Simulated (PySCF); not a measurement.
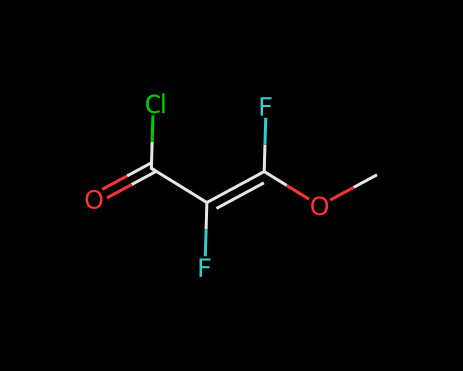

A structural formula.

Write the SMILES.

CO/C(F)=C(\F)C(=O)Cl

Give the formula, hydrogens included.

C4H3ClF2O2.

An optimisation with GFN2-xTB gave a structure of which point group?

Cs. Other conformers may differ.

The parts below concern this one geometry. Atoms keep their numbers from picture to picture. Computed geometry: GFN2-xTB optimisation. No frequency run is at hand to confirm it as a minimum.

**Shape**

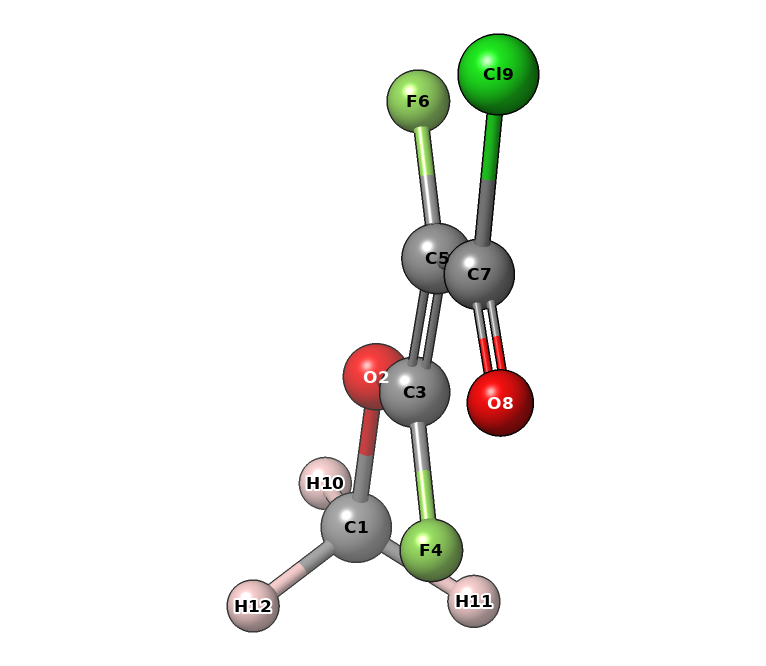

C5 lies behind C7. The molecule seen a little off the C7–C5 bond, C7 in front. Distant atoms are faded towards the background colour. No frequency run is at hand to confirm it as a minimum.

What is the torsion angle Cl9–C7–C5–F6? The sign is positive where the front bond must turn clockwise to cover the back bond.

0°, synperiplanar (eclipsed).

**Dipole moment**

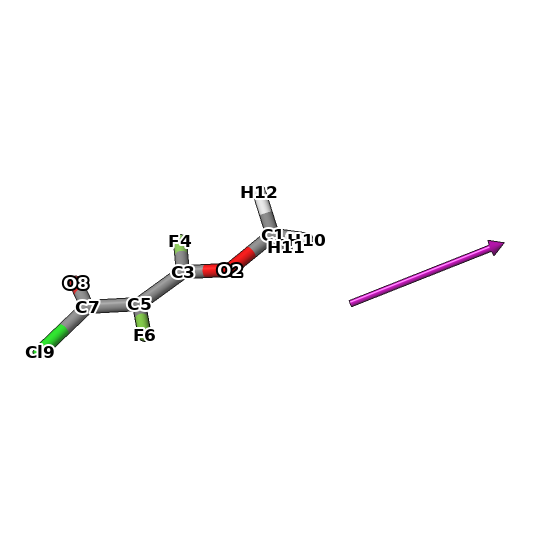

The arrow beside the molecule shows the direction of the dipole moment, from the negative to the positive end (its length means nothing). No frequency run is at hand to confirm it as a minimum. Level of theory: PBE0/def2-SVPD, gas phase (PySCF 2.14.0).

How large is the dipole moment?

5.40 D; it points from the side of Cl9 to the side of H10 (the outermost atoms at the two ends).

**Excitation**

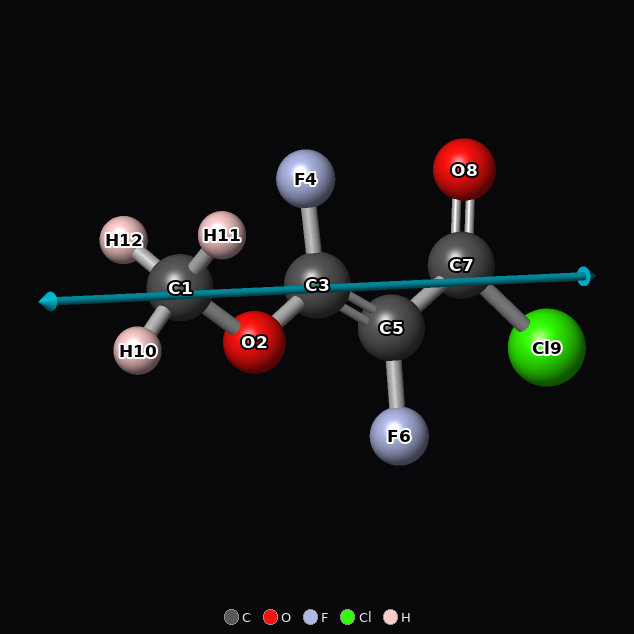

The double arrow shows the direction of the transition dipole to excited singlet state 2 (its length means nothing). No frequency run is at hand to confirm it as a minimum. Level of theory: TDDFT PBE0/def2-SVPD, vertical, gas phase, core orbitals frozen in the response (PySCF 2.14.0).

How is the transition polarised?

Close to the long direction C1···Cl9.

Give its energy, strength and character.

5.18 eV (239 nm), oscillator strength 0.49, mainly HOMO → LUMO (weight 0.97); transition dipole 5.01 D.

**Polarisability**

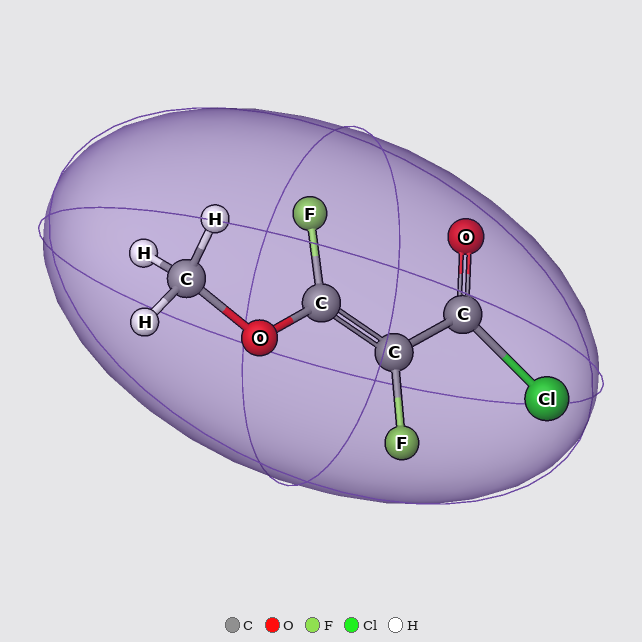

The ellipsoid shows the static dipole polarisability: its half-axes are proportional to the principal values. No frequency run is at hand to confirm it as a minimum. Computed with PBE0/def2-SVPD (PySCF 2.14.0).

Give the principal values, the mean and the anisotropy.

Principal values 48.8, 68.8, 119.9 bohr³; mean 79.2 bohr³ (11.73 Å³); anisotropy 63.5 bohr³, so the longest axis is 2.46 times the shortest.
